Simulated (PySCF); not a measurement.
SMILES [SeH][SnH]([SeH])[SeH] at its PBE0/def2-SVP optimised geometry (Å):

```
8

Sn    -0.2890    -1.2241     0.0000
Se    -0.9855     1.2241     0.0000
Se    -1.3827    -2.3893    -1.9801
Se     2.2510    -1.2241     0.0000
H     -0.7802    -2.1019     1.3874
H     -2.2967     0.8902    -0.5812
H     -0.8682    -1.3833    -2.9229
H      2.2967    -0.2338    -1.0878
```

Calculation: PBE0/def2-TZVP, def2 effective core potentials past Kr (PySCF). The core electrons that the potentials of Sn replace are not part of the density. Cells within 0.4 Å of a nucleus heavier than hydrogen are left out (blank, or x).

Map of the log10 of the electron density (e/bohr³), floored at −4 on the plane z = 0.0 Å:

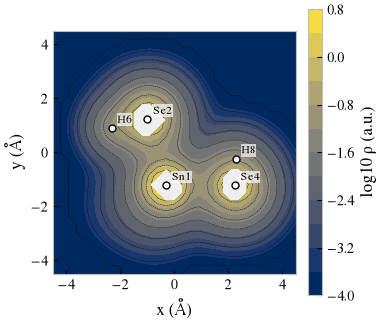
Figure: Log10 of the electron density (e/bohr³), floored at −4 on the plane z = 0.0 Å.
